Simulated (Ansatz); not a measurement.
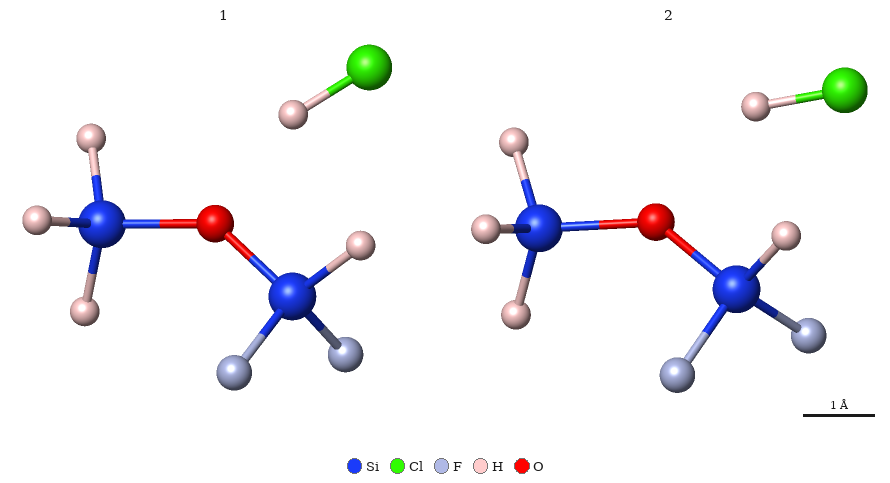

Two geometries of Si2H5OClF2, drawn at one scale. One is the start of a relaxation, the other its converged end. The picture is a ball-and-stick view, seen at a tilt.

Computed with Ansatz 0.2.0, RKS B3LYP-D4/def2-SVP. Set-up: no spin polarisation; force threshold 0.03 eV/Å; at most 50 steps.

Question: Which one is relaxed?

Answer: Structure 1 is the relaxed one. The run prepares an end point of a later path (reaction) calculation, from a guessed geometry. After 14 accepted moves (15 points after the start) the energy has fallen by 0.105 eV. The largest force component goes from 1.6 to 0.028 eV/Å. The line search rejected the trial step at point 6 of the run. The forces were under the threshold at step 7, but the run went on from there. The largest move after the best rigid fit is that of the Cl atom, 0.59 Å. Largest moves by element: Cl 0.59 Å, H 0.46 Å, F 0.38 Å, O 0.22 Å, Si 0.14 Å. Among the contacts that change: O–Si 1.711 → 1.645 Å, Cl–H 1.312 → 1.300 Å, O–Si 1.683 → 1.692 Å. Bond angles that change, for instance: Si–O–Si 135.4° → 139.3°. Groups turn about O–Si by about 30°. Cost: 55 s on 4 threads of Arm Neoverse N1, with other jobs on the host, peak memory 0.32 GiB.

Limits of the set-up: the start holds two separate molecules, 2.3 Å apart at their closest, whose relative position is a soft coordinate.
